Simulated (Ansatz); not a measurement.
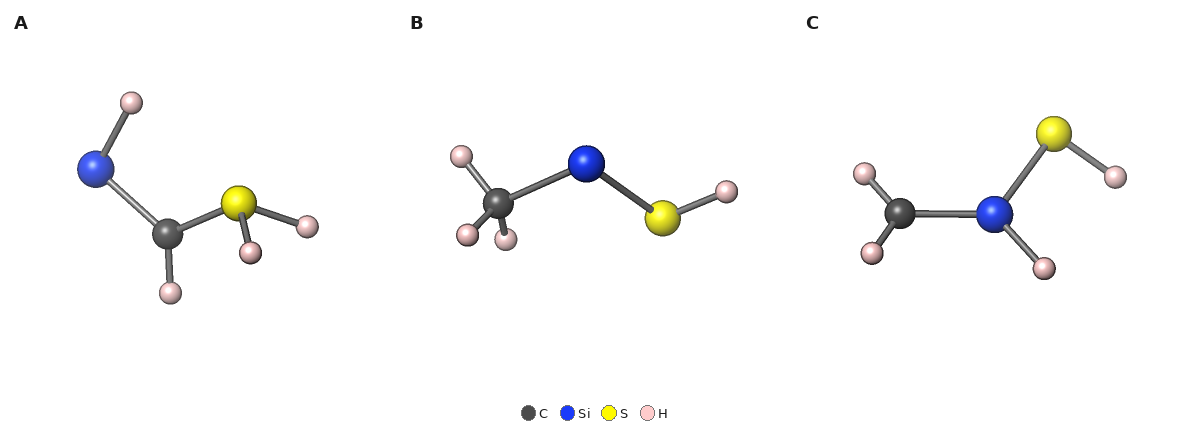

3 stationary structures of one formula. Geometries: PBE-D4/def2-SVP. Electronic energies: PBE-D4/def2-SVP (Ansatz 0.2.0), without zero-point energy. No frequency run is at hand to confirm each as a minimum. Each is one conformer, not always the lowest.

> Rank them by energy, lowest first.

B is lowest; C lies 16.2 kcal/mol above it (C1), A lies 76.5 kcal/mol above it (Cs).
